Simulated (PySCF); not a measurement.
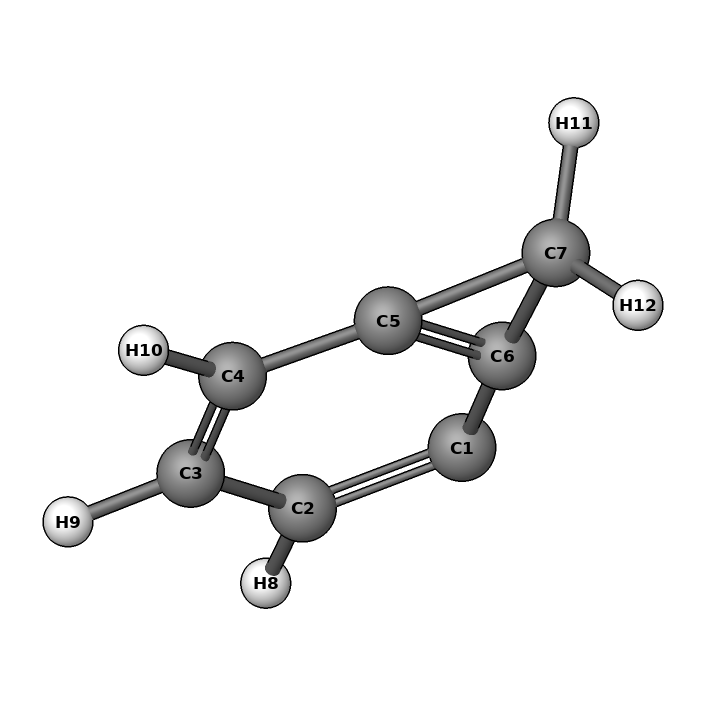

The questions are on Mulliken spin populations. The species is neutral and a spin doublet. The computed structure is the end point of a GFN2-xTB optimisation. No frequency run is at hand to confirm it as a minimum. Method: UKS B3LYP, pcH-1 on C H, non-relativistic (PySCF 2.14.0).

List the Mulliken spin populations.

```tsv
atom	value (e)
C1	0.91
C2	−0.05
C3	0.06
C4	−0.05
C5	0.15
C6	−0.05
C7	0.00
H8	0.01
H9	0.00
H10	0.01
H11	0.00
H12	0.00
```

Mulliken values depend strongly on the basis set.
